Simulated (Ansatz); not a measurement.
Input file:

```
crystal:
  periodic: [false, false, false]
  atoms:
    - {symbol: Ge, position_ang: [-0.148327, -0.020255, -0.065632]}
    - {symbol: Cl, position_ang: [-2.198458, -0.315920, -0.947164]}
    - {symbol: Cl, position_ang: [2.346785, 0.336175, 1.012806]}
basis:
  gaussian: {orbitals: def2-TZVP, initial_orbitals: start.molden}
magnetization: {spin_polarized: true, initial_magnetization: 4}
hamiltonian: {xc: pbe0, dispersion: d4}
output: {orbitals: {seedname: orbitals}}
```

Run with:

```sh
ansatz run in.yaml --threads 4 --pin off --events-out ev --progress --plain --max-ram 3916MiB
```

Geometry: B3LYP-D4/def2-TZVP.

These are results of UKS PBE0-D4/def2-TZVP in Ansatz, not measurements.

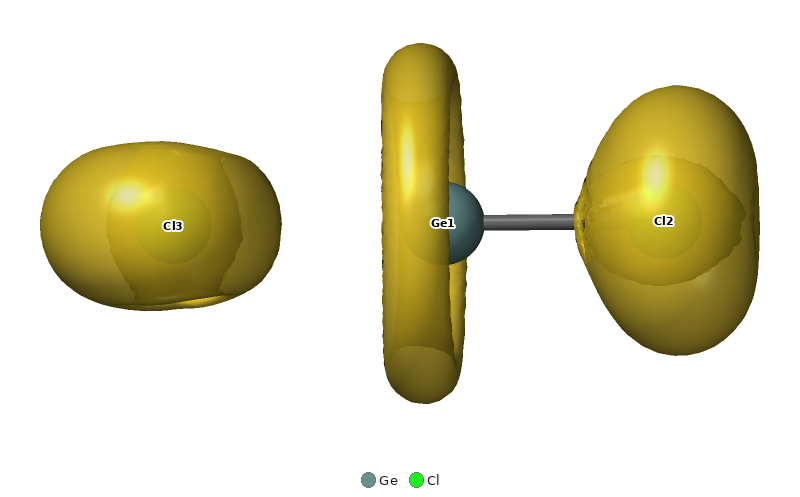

ClGe···Cl (quintet). Isosurface of the ELF at 0.75 (yellow), seen from one side. Only the valence region is drawn (cores and ρ < 0.01 e/Å³ removed).

### Describe the localisation domains.

The ELF exceeds this value in two regions wrapped around Cl (the valence shell of each) and one region wrapped around Ge (its valence shell). Profiles from the grid: Ge1···Cl3 (2.74 Å): the ELF peaks at about 0.90 in the valence shell of Cl, 0.9 Å from its nucleus, and is about 0.30 at the midpoint. Ge–Cl (2.25 Å): the ELF peaks at about 0.75 in the valence shell of Cl, 0.9 Å from its nucleus, and is about 0.60 at the midpoint.
